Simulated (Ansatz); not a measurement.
## AlSiH7O2: nudged elastic band (part 2 of 2)

AlSiH7O2; RKS revPBE/def2-SVP (Ansatz 0.2.0). It belongs to a series of runs on one base structure; here: band between the two ends.

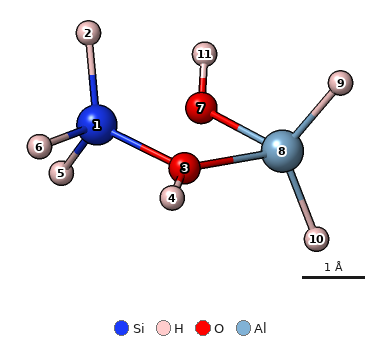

Fig. 1: The starting structure (ball-and-stick view, seen at a tilt; atoms are numbered from 1 in the order of the input). Sticks mark near contacts.

## The last band as extended XYZ, continued
```
11
Properties=species:S:1:pos:R:3:forces:R:3 image=3 energy=-18671.68303
Si    0.1492    0.2399    0.2591   -0.0002   0.0002   0.0004
H    -1.2292    0.4617    1.3382    0.0001  -0.0001  -0.0001
O     1.9452    0.2993   -0.3089   -0.0002  -0.0001   0.0003
H     2.3158   -0.3961   -0.8781    0.0000   0.0001  -0.0003
H    -0.4759    1.0219   -0.8515    0.0000  -0.0001  -0.0001
H    -0.0387   -1.2458    0.2035    0.0001   0.0000   0.0000
O     0.8077    1.0413    1.6640    0.0003   0.0002  -0.0002
Al    2.6560    1.0522    1.3191    0.0000   0.0000   0.0000
H     3.4660   -0.0795    2.1160   -0.0001   0.0000   0.0000
H     3.2304    2.5235    1.0715    0.0001   0.0000   0.0000
H    -0.3946    0.8785    1.8667    0.0000  -0.0002  -0.0002
11
Properties=species:S:1:pos:R:3:forces:R:3 image=4 energy=-18672.88804
Si    0.6377    0.0679   -0.2339   -0.0004   0.0046  -0.0025
H    -2.2013    1.0103    3.0560    0.0022   0.0013   0.0005
O     2.3446    0.3115   -0.6789   -0.0031   0.0045   0.0072
H     2.8687   -0.3617   -1.1507    0.0052  -0.0059  -0.0035
H    -0.2312    0.8138   -1.2009   -0.0005  -0.0016  -0.0011
H     0.3605   -1.4084   -0.2977    0.0022  -0.0006  -0.0007
O     0.8435    0.7549    1.2439    0.0004  -0.0040   0.0015
Al    2.6541    1.0584    1.2384   -0.0039   0.0020  -0.0026
H     3.5632   -0.0467    1.9640   -0.0015  -0.0018  -0.0009
H     3.0972    2.5905    1.1236   -0.0014   0.0005   0.0009
H    -1.5050    1.0064    2.7357    0.0008   0.0010   0.0012
11
Properties=species:S:1:pos:R:3:forces:R:3 image=5 energy=-18672.61590
Si    0.7897    0.1033    0.1220   -0.0127  -0.0200   0.0071
H    -3.0077    0.4929    2.2531   -0.0003   0.0011   0.0037
O     1.8267    0.0959   -1.2269    0.0154   0.0281  -0.0346
H     2.3053   -0.7360   -1.3858   -0.0158  -0.0293   0.0197
H    -0.4273    0.8868   -0.2598    0.0043   0.0023   0.0000
H     0.4373   -1.3096    0.5089   -0.0056   0.0090  -0.0008
O     1.6037    0.8824    1.3535    0.0052  -0.0055  -0.0141
Al    3.2881    1.3469    1.3136    0.0122   0.0060   0.0132
H     4.3901    0.1943    1.1828    0.0038   0.0093  -0.0041
H     3.6430    2.8876    1.5239   -0.0082   0.0001   0.0100
H    -2.4167    0.9524    2.4143    0.0015  -0.0011  -0.0002
11
Properties=species:S:1:pos:R:3:forces:R:3 image=6 energy=-18672.68973
Si    0.7751    0.1856   -0.4683    0.0012   0.0072  -0.0360
H    -2.2051    0.5331    3.0380    0.0005   0.0016   0.0044
O     1.5093   -0.5297   -1.8039   -0.0098  -0.0221   0.0299
H     1.9894   -1.3536   -1.6076    0.0119   0.0162  -0.0104
H    -0.1130    1.2402   -1.0524    0.0088   0.0057   0.0072
H    -0.0089   -0.8298    0.3243   -0.0056   0.0008  -0.0136
O     1.8803    0.8749    0.5716   -0.0146  -0.0317   0.0403
Al    3.0504    1.4550    1.6933    0.0051   0.0210  -0.0164
H     4.3418    0.5536    1.9613   -0.0022   0.0058  -0.0059
H     2.7700    2.8562    2.4033    0.0055  -0.0055   0.0024
H    -1.5572    0.8114    2.7398   -0.0008   0.0009  -0.0018
11
Properties=species:S:1:pos:R:3:forces:R:3 image=7 energy=-18672.69149
Si    0.6627    0.1119   -0.8128   -0.0101   0.0036   0.0085
H    -0.7829    1.0969    3.8634    0.0059  -0.0012  -0.0026
O     2.0306   -0.4206   -1.6449   -0.0060   0.0021  -0.0353
H     2.4382   -1.2337   -1.3000   -0.0074  -0.0146   0.0235
H     0.0040    1.0859   -1.7389    0.0029   0.0029   0.0005
H    -0.2486   -1.0407   -0.4782    0.0010   0.0067   0.0051
O     1.0753    0.8849    0.6102    0.0538   0.0037  -0.0067
Al    2.3225    1.3092    1.7352   -0.0319  -0.0048   0.0053
H     3.3933    0.1872    2.1244    0.0114   0.0085  -0.0037
H     2.3094    2.7830    2.3408   -0.0090  -0.0020   0.0040
H    -0.7726    1.0330    3.1003   -0.0106  -0.0048   0.0014
11
Properties=species:S:1:pos:R:3:forces:R:3 image=8 energy=-18672.88904
Si    0.5605    0.0850   -0.3052   -0.0158  -0.0005   0.0079
H    -1.8740    1.2099    3.4407   -0.0017   0.0013   0.0018
O     2.2619    0.3305   -0.7677    0.0207   0.0011   0.0061
H     2.7660   -0.3182   -1.2931   -0.0029   0.0001  -0.0010
H    -0.3142    0.9090   -1.2008   -0.0003  -0.0004  -0.0016
H     0.2561   -1.3788   -0.4633    0.0020   0.0013  -0.0012
O     0.8071    0.6655    1.2116   -0.0042  -0.0060  -0.0064
Al    2.6222    0.9380    1.1900   -0.0033   0.0111   0.0158
H     3.5226   -0.2287    1.8244    0.0016  -0.0040  -0.0109
H     3.0883    2.4676    1.1780    0.0023  -0.0030  -0.0081
H    -1.2646    1.1172    2.9851    0.0015  -0.0009  -0.0022
```

This output came from the following input.

## Input
```yaml
crystal:
  periodic: [false, false, false]
  atoms:
    - { symbol: Si, position_ang: [-0.021422, 0.065588, 0.113033] }
    - { symbol: H, position_ang: [-0.731357, -0.568197, 1.277422] }
    - { symbol: O, position_ang: [1.790461, -0.036608, 0.044239] }
    - { symbol: H, position_ang: [2.158232, -0.588276, -0.668922] }
    - { symbol: H, position_ang: [-0.676372, 1.252528, -0.525714] }
    - { symbol: H, position_ang: [-0.16324, -1.013012, -0.962407] }
    - { symbol: O, position_ang: [0.736709, 1.454383, 1.547643] }
    - { symbol: Al, position_ang: [2.540554, 1.155314, 1.37401] }
    - { symbol: H, position_ang: [3.175967, 0.322049, 2.59074] }
    - { symbol: H, position_ang: [3.355945, 2.302854, 0.611246] }
    - { symbol: H, position_ang: [0.266523, 1.450281, 2.39821] }
basis:
  gaussian: { orbitals: def2-SVP }
hamiltonian:
  xc: revpbe
neb:
  order_check: false
  images: 7
  f_tol: 0.05
  max_iterations: 60
  final_atoms:
    - { symbol: Si, position_ang: [0.56051354, 0.08501486, -0.3051816] }
    - { symbol: H, position_ang: [-1.87395187, 1.20991201, 3.44067916] }
    - { symbol: O, position_ang: [2.26191151, 0.33047451, -0.76767366] }
    - { symbol: H, position_ang: [2.76601237, -0.31820646, -1.29313409] }
    - { symbol: H, position_ang: [-0.31421575, 0.90902288, -1.20080349] }
    - { symbol: H, position_ang: [0.25608962, -1.37883631, -0.46333823] }
    - { symbol: O, position_ang: [0.80706921, 0.6655326, 1.21155251] }
    - { symbol: Al, position_ang: [2.62224677, 0.93795119, 1.18996301] }
    - { symbol: H, position_ang: [3.5226159, -0.22872289, 1.82437339] }
    - { symbol: H, position_ang: [3.08827272, 2.46761029, 1.17797229] }
    - { symbol: H, position_ang: [-1.26456402, 1.11715132, 2.98509071] }
  initial_path:
    images:
      - { positions_ang: [[-0.021422, 0.065588, 0.113033], [-0.731357, -0.568197, 1.277422], [1.790461, -0.036608, 0.044239], [2.158232, -0.588276, -0.668922], [-0.676372, 1.252528, -0.525714], [-0.16324, -1.013012, -0.962407], [0.736709, 1.454383, 1.547643], [2.540554, 1.155314, 1.37401], [3.175967, 0.322049, 2.59074], [3.355945, 2.302854, 0.611246], [0.266523, 1.450281, 2.39821]] }
      - { positions_ang: [[-0.01256896, 0.04659959, 0.08121514], [-0.56339027, -0.40091547, 1.40577692], [1.74755542, -0.04986852, -0.0930571], [2.09621858, -0.70513357, -0.63932655], [-0.66135514, 1.23136862, -0.54430259], [-0.29489226, -1.06211955, -0.83592634], [0.82103889, 1.48103877, 1.30023963], [2.52606476, 1.24185479, 1.44168929], [3.16895916, 0.2745622, 2.43929597], [3.27988579, 2.43181967, 1.02263437], [0.32448404, 1.30769747, 2.22126126]] }
      - { positions_ang: [[-0.00371591, 0.02761117, 0.04939729], [-0.39542355, -0.23363395, 1.53413183], [1.70464983, -0.06312903, -0.23035319], [2.03420515, -0.82199113, -0.6097311], [-0.64633828, 1.21020924, -0.56289118], [-0.42654452, -1.1112271, -0.70944569], [0.90536878, 1.50769453, 1.05283626], [2.51157553, 1.32839559, 1.50936857], [3.16195132, 0.22707541, 2.28785194], [3.20382658, 2.56078534, 1.43402274], [0.38244507, 1.16511394, 2.04431252]] }
      - { positions_ang: [[0.00513713, 0.00862276, 0.01757943], [-0.22745682, -0.06635242, 1.66248675], [1.66174425, -0.07638955, -0.36764929], [1.97219173, -0.9388487, -0.58013565], [-0.63132142, 1.18904986, -0.58147977], [-0.55819678, -1.16033466, -0.58296503], [0.98969867, 1.5343503, 0.80543289], [2.49708629, 1.41493638, 1.57704786], [3.15494348, 0.17958861, 2.13640791], [3.12776736, 2.68975101, 1.84541111], [0.44040611, 1.02253041, 1.86736378]] }
      - { positions_ang: [[0.01399018, -0.01036566, -0.01423842], [-0.05949009, 0.1009291, 1.79084167], [1.61883866, -0.08965006, -0.50494538], [1.9101783, -1.05570627, -0.55054019], [-0.61630456, 1.16789048, -0.60006836], [-0.68984904, -1.20944221, -0.45648437], [1.07402856, 1.56100606, 0.55802952], [2.48259705, 1.50147717, 1.64472714], [3.14793564, 0.13210182, 1.98496388], [3.05170815, 2.81871668, 2.25679948], [0.49836714, 0.87994688, 1.69041504]] }
      - { positions_ang: [[0.15062102, 0.01347947, -0.08697422], [-0.51310554, 0.37817483, 2.20330104], [1.77960688, 0.01538108, -0.57062745], [2.12413682, -0.87133132, -0.73618867], [-0.54078236, 1.10317358, -0.75025215], [-0.45336437, -1.25179073, -0.45819784], [1.00728872, 1.3371377, 0.72141027], [2.51750948, 1.36059568, 1.53103611], [3.24160571, 0.04189564, 1.94481626], [3.06084929, 2.73094008, 1.98709268], [0.05763435, 0.93924799, 2.01408396]] }
      - { positions_ang: [[0.28725186, 0.0373246, -0.15971001], [-0.96672098, 0.65542056, 2.61576041], [1.94037509, 0.12041222, -0.63630952], [2.33809533, -0.68695637, -0.92183714], [-0.46526015, 1.03845668, -0.90043593], [-0.21687971, -1.29413926, -0.4599113], [0.94054889, 1.11326933, 0.88479101], [2.55242191, 1.21971418, 1.41734508], [3.33527577, -0.04831053, 1.90466863], [3.06999044, 2.64316348, 1.71738588], [-0.38309844, 0.9985491, 2.33775288]] }
      - { positions_ang: [[0.4238827, 0.06116973, -0.2324458], [-1.42033643, 0.93266628, 3.02821979], [2.1011433, 0.22544336, -0.70199159], [2.55205385, -0.50258142, -1.10748561], [-0.38973795, 0.97373978, -1.05061971], [0.01960496, -1.33648778, -0.46162477], [0.87380905, 0.88940096, 1.04817176], [2.58733434, 1.07883269, 1.30365404], [3.42894583, -0.13851671, 1.86452101], [3.07913158, 2.55538689, 1.44767909], [-0.82383123, 1.05785021, 2.6614218]] }
      - { positions_ang: [[0.56051354, 0.08501486, -0.3051816], [-1.87395187, 1.20991201, 3.44067916], [2.26191151, 0.33047451, -0.76767366], [2.76601237, -0.31820646, -1.29313409], [-0.31421575, 0.90902288, -1.20080349], [0.25608962, -1.37883631, -0.46333823], [0.80706921, 0.6655326, 1.21155251], [2.62224677, 0.93795119, 1.18996301], [3.5226159, -0.22872289, 1.82437339], [3.08827272, 2.46761029, 1.17797229], [-1.26456402, 1.11715132, 2.98509071]] }
```

Command:
```bash
ansatz run input.yaml --threads 2 --pin off --max-ram 3072MiB --backend cpu --events-out ev --progress --plain --runs-dir out
```

## Results in brief

```tsv
quantity	value
outcome	converged
barrier, forward	1.018 eV
barrier, backward	1.206 eV
hardware	2 threads of Arm Neoverse V1, 24 GiB of memory available, shared host
wall time	11 min (CPU time 21 min)
peak memory	0.15 GiB
```

The order of the saddle point was not checked.
